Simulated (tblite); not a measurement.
# Geometry relaxation of C₄H₅BrFGe (part 2 of 2)

C₄H₅BrFGe, multiplicity 2; GFN2-xTB geometry optimisation, gas phase (tblite 0.8.0). It belongs to a series of runs on one base structure; here: H removed from sp3 C.

Geometry of the input (Å):
```
F  -1.9802  1.6022  -0.6429
C  -0.9902  0.7196  -0.4330
C  -1.0377  -0.5245  -0.9365
C  0.0780  -1.4658  -0.6893
Ge 1.3360  -0.4643  0.3817
C  0.2045  1.1000  0.3901
Br -0.3185  1.5176  2.2042
H  -1.8947  -0.8272  -1.5285
H  -0.2883  -2.3368  -0.0856
H  2.6455  -0.2033  -0.4027
H  1.5166  -1.0773  1.7846
H  0.7303  1.9591  -0.0681
```

## Trajectory as extended XYZ, continued
```
12
Properties=species:S:1:pos:R:3:forces:R:3 step=31 energy=-592.19956
F    -1.7961    1.6763   -0.8668    0.0220  -0.0030  -0.0130
C    -0.9059    0.7499   -0.4755   -0.0320   0.0120   0.0050
C    -1.0958   -0.5856   -0.7909   -0.0110   0.0340  -0.0200
C    -0.1068   -1.4691   -0.4212   -0.0330   0.0310  -0.0030
Ge    1.3425   -0.4968    0.4183   -0.0130  -0.0130  -0.0100
C     0.2290    1.1606    0.3370   -0.0440  -0.0150  -0.0450
Br   -0.4068    1.4825    2.2475   -0.0020  -0.0200   0.0010
H    -1.9882   -0.8846   -1.3229    0.0240   0.0110   0.0130
H    -0.2001   -2.5211   -0.6200    0.0150  -0.0170   0.0320
H     2.5926   -0.3807   -0.4118    0.0280   0.0050  -0.0060
H     1.6940   -0.8564    1.8259    0.0490  -0.0140   0.0300
H     0.6427    2.1243    0.0543   -0.0010  -0.0110   0.0150
12
Properties=species:S:1:pos:R:3:forces:R:3 step=33 energy=-592.20031
F    -1.7932    1.6768   -0.8722   -0.0020   0.0320  -0.0220
C    -0.9039    0.7520   -0.4787   -0.0220   0.0080  -0.0170
C    -1.0935   -0.5830   -0.7927   -0.0130  -0.0020  -0.0040
C    -0.1066   -1.4669   -0.4205   -0.0130  -0.0100   0.0250
Ge    1.3448   -0.4934    0.4185   -0.0170  -0.0550  -0.0240
C     0.2286    1.1609    0.3336   -0.0150   0.0020   0.0020
Br   -0.4122    1.4652    2.2482   -0.0010  -0.0110   0.0050
H    -1.9867   -0.8817   -1.3206   -0.0100  -0.0060  -0.0180
H    -0.2056   -2.5215   -0.6095    0.0250   0.0240   0.0300
H     2.5916   -0.3863   -0.4201    0.0180   0.0130   0.0120
H     1.6982   -0.8501    1.8283    0.0460  -0.0070  -0.0020
H     0.6397    2.1273    0.0596    0.0040   0.0110   0.0130
12
Properties=species:S:1:pos:R:3:forces:R:3 step=34 energy=-592.20069
F    -1.7919    1.6778   -0.8753   -0.0160   0.0460  -0.0290
C    -0.9037    0.7532   -0.4807   -0.0080   0.0060  -0.0200
C    -1.0928   -0.5816   -0.7939   -0.0150  -0.0200   0.0060
C    -0.1075   -1.4659   -0.4192   -0.0050  -0.0280   0.0280
Ge    1.3453   -0.4933    0.4180   -0.0050  -0.0460  -0.0130
C     0.2278    1.1609    0.3317    0.0110   0.0080   0.0280
Br   -0.4146    1.4571    2.2487   -0.0010  -0.0080   0.0030
H    -1.9862   -0.8805   -1.3200   -0.0290  -0.0140  -0.0340
H    -0.2073   -2.5213   -0.6040    0.0210   0.0340   0.0260
H     2.5920   -0.3883   -0.4234    0.0050   0.0130   0.0210
H     1.7018   -0.8476    1.8295    0.0390  -0.0020  -0.0270
H     0.6383    2.1289    0.0626    0.0030   0.0120   0.0120
12
Properties=species:S:1:pos:R:3:forces:R:3 step=36 energy=-592.20181
F    -1.7879    1.6835   -0.8866   -0.0060   0.0310  -0.0320
C    -0.9021    0.7577   -0.4890    0.0230  -0.0040  -0.0040
C    -1.0922   -0.5786   -0.7969   -0.0250  -0.0320   0.0290
C    -0.1125   -1.4641   -0.4107   -0.0040  -0.0280   0.0090
Ge    1.3472   -0.4953    0.4156    0.0180   0.0210   0.0200
C     0.2266    1.1616    0.3271    0.0380   0.0110   0.0560
Br   -0.4224    1.4313    2.2506    0.0010  -0.0060  -0.0120
H    -1.9862   -0.8785   -1.3205   -0.0360  -0.0220  -0.0480
H    -0.2120   -2.5207   -0.5868    0.0010   0.0250   0.0150
H     2.5936   -0.3939   -0.4321   -0.0280   0.0100   0.0330
H     1.7159   -0.8395    1.8301    0.0190   0.0030  -0.0730
H     0.6333    2.1358    0.0733   -0.0020  -0.0090   0.0110
12
Properties=species:S:1:pos:R:3:forces:R:3 step=37 energy=-592.20236
F    -1.7856    1.6871   -0.8932    0.0240   0.0000  -0.0240
C    -0.9005    0.7601   -0.4940    0.0250  -0.0120   0.0100
C    -1.0926   -0.5777   -0.7977   -0.0280  -0.0170   0.0310
C    -0.1156   -1.4638   -0.4051   -0.0070  -0.0020  -0.0050
Ge    1.3484   -0.4961    0.4144    0.0100   0.0530   0.0200
C     0.2270    1.1623    0.3258    0.0210   0.0040   0.0440
Br   -0.4266    1.4173    2.2513    0.0010  -0.0040  -0.0180
H    -1.9870   -0.8780   -1.3220   -0.0150  -0.0160  -0.0360
H    -0.2147   -2.5204   -0.5776   -0.0100   0.0070   0.0110
H     2.5939   -0.3966   -0.4358   -0.0350   0.0090   0.0290
H     1.7240   -0.8350    1.8285    0.0130   0.0010  -0.0730
H     0.6304    2.1399    0.0795    0.0000  -0.0210   0.0110
12
Properties=species:S:1:pos:R:3:forces:R:3 step=39 energy=-592.20333
F    -1.7796    1.6925   -0.9054    0.0730  -0.0440  -0.0060
C    -0.8969    0.7631   -0.5008    0.0010  -0.0200   0.0230
C    -1.0949   -0.5772   -0.7969   -0.0170   0.0180   0.0120
C    -0.1202   -1.4629   -0.3968   -0.0030   0.0420  -0.0070
Ge    1.3503   -0.4942    0.4133   -0.0300   0.0540  -0.0130
C     0.2280    1.1636    0.3262   -0.0340  -0.0150   0.0030
Br   -0.4333    1.3950    2.2513   -0.0030   0.0020  -0.0090
H    -1.9887   -0.8781   -1.3257    0.0320   0.0030   0.0060
H    -0.2193   -2.5197   -0.5631   -0.0180  -0.0220   0.0060
H     2.5920   -0.4006   -0.4404   -0.0220   0.0140   0.0030
H     1.7376   -0.8275    1.8222    0.0120  -0.0110  -0.0260
H     0.6263    2.1454    0.0900    0.0080  -0.0220   0.0070
12
Properties=species:S:1:pos:R:3:forces:R:3 step=40 energy=-592.20384
F    -1.7743    1.6945   -0.9127    0.0720  -0.0400  -0.0040
C    -0.8949    0.7640   -0.5033   -0.0120  -0.0170   0.0210
C    -1.0967   -0.5767   -0.7957    0.0000   0.0220  -0.0030
C    -0.1223   -1.4617   -0.3934    0.0030   0.0380   0.0040
Ge    1.3505   -0.4915    0.4126   -0.0410   0.0270  -0.0290
C     0.2278    1.1640    0.3271   -0.0460  -0.0160  -0.0100
Br   -0.4371    1.3828    2.2510   -0.0080   0.0080   0.0050
H    -1.9891   -0.8780   -1.3273    0.0410   0.0110   0.0220
H    -0.2221   -2.5191   -0.5551   -0.0180  -0.0240   0.0040
H     2.5898   -0.4027   -0.4430   -0.0100   0.0210  -0.0140
H     1.7451   -0.8234    1.8181    0.0110  -0.0160   0.0000
H     0.6244    2.1473    0.0957    0.0090  -0.0140   0.0030
12
Properties=species:S:1:pos:R:3:forces:R:3 step=42 energy=-592.20450
F    -1.7636    1.6966   -0.9251    0.0190   0.0080  -0.0210
C    -0.8928    0.7647   -0.5061   -0.0110  -0.0020   0.0100
C    -1.0985   -0.5753   -0.7942    0.0270  -0.0030  -0.0130
C    -0.1249   -1.4591   -0.3889    0.0070  -0.0150   0.0190
Ge    1.3495   -0.4868    0.4107   -0.0070  -0.0190  -0.0130
C     0.2255    1.1642    0.3280   -0.0140  -0.0020   0.0020
Br   -0.4440    1.3637    2.2512   -0.0150   0.0180   0.0240
H    -1.9883   -0.8770   -1.3282    0.0150   0.0080   0.0160
H    -0.2268   -2.5180   -0.5422   -0.0160  -0.0060   0.0010
H     2.5860   -0.4056   -0.4487   -0.0040   0.0310  -0.0300
H     1.7572   -0.8173    1.8128   -0.0010  -0.0160   0.0060
H     0.6218    2.1492    0.1047    0.0000  -0.0030  -0.0020
12
Properties=species:S:1:pos:R:3:forces:R:3 step=43 energy=-592.20469
F    -1.7601    1.6973   -0.9288   -0.0030   0.0240  -0.0290
C    -0.8926    0.7649   -0.5066   -0.0010   0.0040   0.0060
C    -1.0983   -0.5748   -0.7943    0.0270  -0.0120  -0.0080
C    -0.1255   -1.4586   -0.3872    0.0040  -0.0330   0.0160
Ge    1.3490   -0.4861    0.4098    0.0150  -0.0230   0.0040
C     0.2244    1.1641    0.3282    0.0070   0.0030   0.0150
Br   -0.4461    1.3593    2.2519   -0.0140   0.0190   0.0240
H    -1.9876   -0.8766   -1.3279    0.0000   0.0020   0.0050
H    -0.2284   -2.5179   -0.5388   -0.0140  -0.0010   0.0000
H     2.5849   -0.4054   -0.4510   -0.0090   0.0320  -0.0310
H     1.7603   -0.8163    1.8116   -0.0060  -0.0140  -0.0020
H     0.6211    2.1494    0.1070   -0.0060  -0.0020  -0.0010
12
Properties=species:S:1:pos:R:3:forces:R:3 step=45 energy=-592.20538
F    -1.7484    1.7007   -0.9428   -0.0360   0.0300  -0.0350
C    -0.8916    0.7653   -0.5077    0.0280   0.0160  -0.0120
C    -1.0958   -0.5742   -0.7951    0.0010  -0.0180   0.0160
C    -0.1281   -1.4592   -0.3794   -0.0100  -0.0450  -0.0110
Ge    1.3484   -0.4849    0.4069    0.0560  -0.0160   0.0420
C     0.2212    1.1637    0.3304    0.0470   0.0070   0.0380
Br   -0.4539    1.3478    2.2562   -0.0060   0.0180   0.0100
H    -1.9849   -0.8753   -1.3276   -0.0240  -0.0130  -0.0200
H    -0.2352   -2.5187   -0.5275   -0.0070   0.0020   0.0030
H     2.5808   -0.4007   -0.4602   -0.0210   0.0310  -0.0280
H     1.7703   -0.8152    1.8063   -0.0110  -0.0110  -0.0080
H     0.6184    2.1500    0.1143   -0.0160  -0.0010   0.0050
12
Properties=species:S:1:pos:R:3:forces:R:3 step=47 energy=-592.20628
F    -1.7336    1.7056   -0.9627   -0.0110  -0.0160  -0.0080
C    -0.8884    0.7665   -0.5096    0.0390   0.0090  -0.0280
C    -1.0926   -0.5744   -0.7950   -0.0370   0.0050   0.0290
C    -0.1320   -1.4623   -0.3686   -0.0110   0.0100  -0.0340
Ge    1.3499   -0.4844    0.4049    0.0270  -0.0100   0.0290
C     0.2193    1.1629    0.3363    0.0260  -0.0040   0.0180
Br   -0.4642    1.3367    2.2627    0.0070   0.0120  -0.0130
H    -1.9814   -0.8745   -1.3291   -0.0150  -0.0140  -0.0210
H    -0.2461   -2.5212   -0.5129    0.0060  -0.0090   0.0080
H     2.5736   -0.3895   -0.4738   -0.0240   0.0230  -0.0260
H     1.7826   -0.8168    1.7979    0.0020  -0.0130   0.0270
H     0.6141    2.1508    0.1239   -0.0090   0.0070   0.0190
12
Properties=species:S:1:pos:R:3:forces:R:3 step=48 energy=-592.20660
F    -1.7301    1.7064   -0.9681    0.0100  -0.0320   0.0070
C    -0.8866    0.7669   -0.5104    0.0270  -0.0020  -0.0260
C    -1.0924   -0.5746   -0.7942   -0.0370   0.0130   0.0200
C    -0.1330   -1.4634   -0.3667   -0.0030   0.0320  -0.0270
Ge    1.3511   -0.4847    0.4052   -0.0050  -0.0090   0.0070
C     0.2195    1.1626    0.3389    0.0030  -0.0090  -0.0030
Br   -0.4666    1.3355    2.2643    0.0090   0.0090  -0.0160
H    -1.9806   -0.8747   -1.3303   -0.0040  -0.0060  -0.0100
H    -0.2492   -2.5223   -0.5091    0.0100  -0.0100   0.0080
H     2.5708   -0.3848   -0.4780   -0.0200   0.0180  -0.0230
H     1.7854   -0.8186    1.7961    0.0090  -0.0140   0.0410
H     0.6128    2.1509    0.1263    0.0010   0.0100   0.0230
12
Properties=species:S:1:pos:R:3:forces:R:3 step=50 energy=-592.20711
F    -1.7249    1.7061   -0.9757    0.0250  -0.0230   0.0180
C    -0.8827    0.7675   -0.5129   -0.0040  -0.0140  -0.0080
C    -1.0938   -0.5744   -0.7922   -0.0040   0.0030  -0.0100
C    -0.1341   -1.4636   -0.3664    0.0080   0.0260   0.0050
Ge    1.3525   -0.4858    0.4064   -0.0350  -0.0040  -0.0120
C     0.2202    1.1619    0.3421   -0.0160  -0.0060  -0.0320
Br   -0.4696    1.3335    2.2656    0.0050   0.0020  -0.0120
H    -1.9800   -0.8750   -1.3322    0.0020   0.0070   0.0090
H    -0.2529   -2.5233   -0.5025    0.0110   0.0010   0.0030
H     2.5653   -0.3774   -0.4860   -0.0180   0.0100  -0.0080
H     1.7901   -0.8216    1.7965    0.0110  -0.0100   0.0270
H     0.6111    2.1514    0.1313    0.0140   0.0080   0.0220
12
Properties=species:S:1:pos:R:3:forces:R:3 step=51 energy=-592.20727
F    -1.7218    1.7060   -0.9792    0.0130  -0.0060   0.0120
C    -0.8813    0.7676   -0.5143   -0.0090  -0.0100  -0.0010
C    -1.0944   -0.5741   -0.7917    0.0110  -0.0070  -0.0180
C    -0.1346   -1.4630   -0.3659    0.0070   0.0030   0.0130
Ge    1.3524   -0.4861    0.4065   -0.0230   0.0010  -0.0010
C     0.2199    1.1615    0.3425   -0.0070  -0.0010  -0.0280
Br   -0.4712    1.3310    2.2659    0.0020   0.0000  -0.0090
H    -1.9799   -0.8749   -1.3326   -0.0040   0.0080   0.0090
H    -0.2540   -2.5233   -0.4990    0.0090   0.0070   0.0000
H     2.5628   -0.3752   -0.4898   -0.0200   0.0060  -0.0010
H     1.7928   -0.8221    1.7971    0.0050  -0.0060   0.0070
H     0.6106    2.1519    0.1344    0.0140   0.0040   0.0160
12
Properties=species:S:1:pos:R:3:forces:R:3 step=53 energy=-592.20741
F    -1.7172    1.7062   -0.9837   -0.0110   0.0130   0.0000
C    -0.8800    0.7673   -0.5160    0.0000   0.0010   0.0010
C    -1.0943   -0.5742   -0.7921    0.0140  -0.0100  -0.0110
C    -0.1354   -1.4625   -0.3637   -0.0020  -0.0190   0.0080
Ge    1.3515   -0.4860    0.4064    0.0050   0.0060   0.0170
C     0.2194    1.1612    0.3418    0.0110   0.0050  -0.0050
Br   -0.4737    1.3267    2.2662   -0.0010  -0.0030  -0.0060
H    -1.9800   -0.8743   -1.3323   -0.0090   0.0020   0.0020
H    -0.2551   -2.5230   -0.4946    0.0080   0.0050  -0.0010
H     2.5589   -0.3728   -0.4942   -0.0210   0.0030   0.0040
H     1.7968   -0.8220    1.7970   -0.0020   0.0000  -0.0130
H     0.6104    2.1526    0.1392    0.0080  -0.0030   0.0040
12
Properties=species:S:1:pos:R:3:forces:R:3 step=54 energy=-592.20747
F    -1.7156    1.7065   -0.9852   -0.0160   0.0130  -0.0020
C    -0.8795    0.7672   -0.5166    0.0050   0.0050  -0.0020
C    -1.0938   -0.5745   -0.7927    0.0080  -0.0040  -0.0040
C    -0.1358   -1.4627   -0.3623   -0.0050  -0.0160   0.0020
Ge    1.3511   -0.4858    0.4068    0.0090   0.0050   0.0160
C     0.2195    1.1612    0.3413    0.0120   0.0040   0.0060
Br   -0.4746    1.3252    2.2661   -0.0020  -0.0040  -0.0040
H    -1.9802   -0.8740   -1.3321   -0.0050  -0.0010   0.0000
H    -0.2555   -2.5230   -0.4933    0.0070  -0.0010   0.0000
H     2.5567   -0.3717   -0.4957   -0.0170   0.0010   0.0030
H     1.7983   -0.8220    1.7966   -0.0020   0.0010  -0.0120
H     0.6105    2.1530    0.1411    0.0060  -0.0040  -0.0030
12
Properties=species:S:1:pos:R:3:forces:R:3 step=56 energy=-592.20753
F    -1.7155    1.7067   -0.9856   -0.0060   0.0010   0.0010
C    -0.8787    0.7672   -0.5174    0.0050   0.0060  -0.0050
C    -1.0931   -0.5748   -0.7934    0.0000   0.0060   0.0030
C    -0.1360   -1.4633   -0.3613   -0.0030   0.0020  -0.0010
Ge    1.3509   -0.4856    0.4079   -0.0030  -0.0010   0.0000
C     0.2202    1.1613    0.3407   -0.0010   0.0010   0.0080
Br   -0.4750    1.3246    2.2656   -0.0040  -0.0030   0.0000
H    -1.9806   -0.8738   -1.3319    0.0050  -0.0010   0.0010
H    -0.2553   -2.5233   -0.4926    0.0050  -0.0070   0.0010
H     2.5540   -0.3705   -0.4966   -0.0050   0.0000  -0.0010
H     1.7990   -0.8225    1.7962    0.0020   0.0000   0.0000
H     0.6112    2.1534    0.1423    0.0060  -0.0040  -0.0080
12
Properties=species:S:1:pos:R:3:forces:R:3 step=57 energy=-592.20754
F    -1.7160    1.7067   -0.9853   -0.0010  -0.0030   0.0040
C    -0.8785    0.7674   -0.5176    0.0010   0.0040  -0.0040
C    -1.0929   -0.5748   -0.7935   -0.0010   0.0060   0.0030
C    -0.1360   -1.4634   -0.3614    0.0000   0.0060   0.0010
Ge    1.3509   -0.4856    0.4083   -0.0070  -0.0030  -0.0040
C     0.2204    1.1614    0.3408   -0.0050   0.0000   0.0040
Br   -0.4750    1.3247    2.2654   -0.0050  -0.0020   0.0010
H    -1.9805   -0.8738   -1.3319    0.0060   0.0000   0.0020
H    -0.2550   -2.5235   -0.4926    0.0040  -0.0060   0.0010
H     2.5534   -0.3704   -0.4965   -0.0020   0.0000  -0.0020
H     1.7988   -0.8227    1.7963    0.0030   0.0000   0.0030
H     0.6116    2.1533    0.1421    0.0070  -0.0030  -0.0070
12
Properties=species:S:1:pos:R:3:forces:R:3 step=59 energy=-592.20756
F    -1.7165    1.7068   -0.9850    0.0030  -0.0030   0.0040
C    -0.8782    0.7678   -0.5181   -0.0030  -0.0010   0.0010
C    -1.0926   -0.5744   -0.7935   -0.0010   0.0010   0.0010
C    -0.1360   -1.4634   -0.3615    0.0010   0.0040   0.0040
Ge    1.3504   -0.4857    0.4085   -0.0040  -0.0010  -0.0030
C     0.2203    1.1615    0.3413   -0.0030  -0.0010  -0.0020
Br   -0.4756    1.3244    2.2651   -0.0050   0.0000   0.0000
H    -1.9801   -0.8737   -1.3318    0.0020   0.0010  -0.0010
H    -0.2543   -2.5239   -0.4920    0.0000   0.0010  -0.0010
H     2.5520   -0.3699   -0.4969    0.0020   0.0000  -0.0030
H     1.7990   -0.8230    1.7963    0.0030   0.0000   0.0030
H     0.6127    2.1528    0.1416    0.0050  -0.0010  -0.0020
```

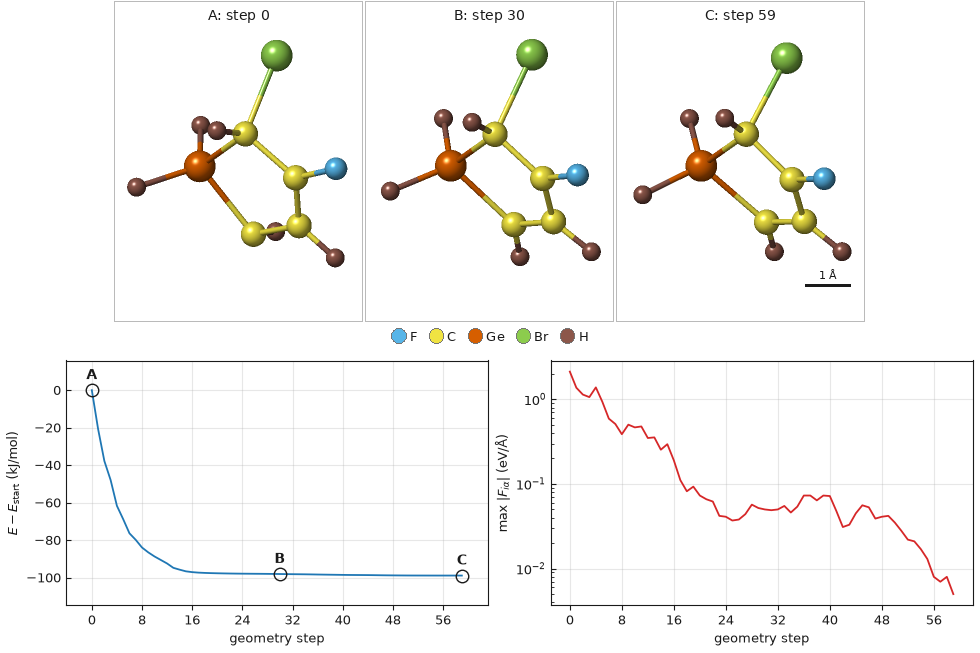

Figure 1. Frames of the relaxation (ball-and-stick view, seen at a tilt) above the curves, on which the letters mark them (steps are counted from 0).

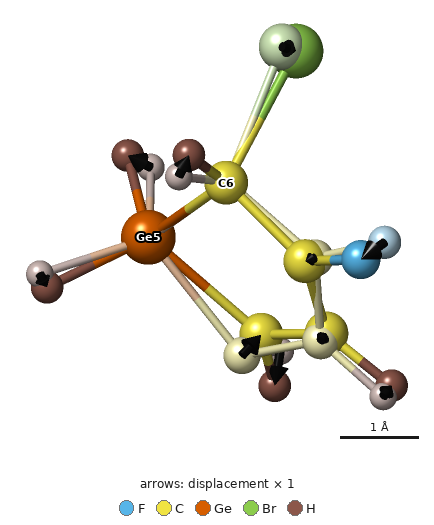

Figure 2. Start (faint) and end (solid) with the displacements as black arrows, at true length (ball-and-stick view, seen at a tilt). The two geometries are laid on each other by the best rigid fit. H9 moves most after the best rigid fit: 0.45 Å. By element the largest moves are H 0.45 Å, F 0.44 Å, C 0.39 Å, Br 0.26 Å, Ge 0.04 Å. Among the contacts that change: C6–Br7 1.934 → 2.052 Å, C3–C4 1.481 → 1.376 Å, Ge5–C6 1.931 → 1.999 Å, C2–C6 1.500 → 1.449 Å. Among the angles that change: Ge5–C4–H9 108.5° → 129.1°, Ge5–C6–H12 110.4° → 123.7°, C3–C4–H9 109.7° → 121.5°. After 59 geometry steps the energy has fallen by 98.9 kJ/mol. The largest force component goes from 2.1 to 0.005 eV/Å. (Atoms are counted from 1 in the order of the input.)

## Key numbers

- outcome: converged
- total energy: −592.2076 eV
- hardware: 1 CPU thread, shared host
- peak memory: 0.18 GiB
